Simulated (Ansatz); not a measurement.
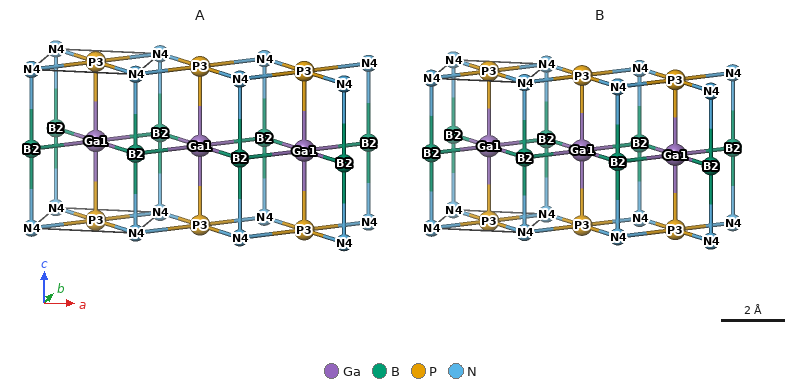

Two geometries of a crystal of GaBPN (a generated structure, set up in P4/mmm) (coarse preliminary run), drawn at one scale. One is the start of a relaxation, the other its converged end. The picture is a ball-and-stick view of the cell of the calculation, repeated 3 × 1 × 1 with one cell outlined, seen slightly off an axis.

All numbers below come from DFT PBE, scalar-relativistic, plane waves, PAW (Ansatz). Set-up: plane-wave cutoff 420 eV; k-point mesh 6 × 6 × 4; occupations gaussian; smearing width 0.1 eV; no spin polarisation; cell and atoms relaxed; force threshold 0.04 eV/Å; at most 70 steps.

Which of the two is the end point?

Answer. Structure B is the relaxed one. No atom moves by more than 0.005 Å relative to the cell. Cell: a = b 3.410 → 3.048 Å (−10.6 %), c 5.156 → 4.871 Å (−5.5 %). Volume −24.5 %. Some distances before and after: P3–N4 2.411 → 2.155 Å, Ga1–B2 2.411 → 2.155 Å, Ga1–P3 2.578 → 2.435 Å, B2–N4 2.578 → 2.435 Å. The space group stays P4/mmm (No. 123). Over 4 accepted moves (5 points after the start) the energy falls by 343 meV per atom. All forces vanish by symmetry, so only the cell relaxes. The pressure goes from −21.02 to −0.20 GPa. At 1 point the geometry stayed and the basis and grid were re-selected for the new cell (energy shift of 1.8 meV per atom at most each time). Cost: 32 s on 1 thread of Intel(R) Xeon(R) Processor @ 2.50GHz (Skylake/Cascade Lake), with other jobs on the host, peak memory 0.39 GiB.
